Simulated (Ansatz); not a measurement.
# A computed series for CdTe: response to strain

Consider CdTe in the zinc blende structure (space group F-43m, No. 216).

```
CdTe
1.0
    0.00000     3.30901     3.30901
    3.30901     0.00000     3.30901
    3.30901     3.30901     0.00000
Cd Te
1 1
Direct
  0.00000   0.00000   0.00000
  0.25000   0.25000   0.25000
```

Strains are applied to the cell and any free atomic positions relax.

All numbers come from plane-wave PAW DFT at the PBE level (Ansatz, a first-principles code, 420 eV), no spin-orbit coupling.

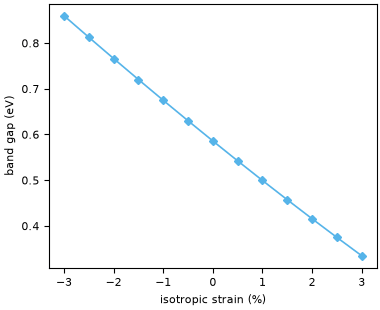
Figure: Band gap against isotropic strain

### Question
From the plot, what is the band gap for isotropic strain +3.00 %?

### Answer
About 0.33 eV.

### Question
Is the trend monotonic over the range shown?

### Answer
Yes, it falls throughout, spanning 0.33 eV to 0.86 eV.

Spin-orbit coupling, missing from the scalar runs, can matter with Te. Whether these cells are dynamically stable was not tested.
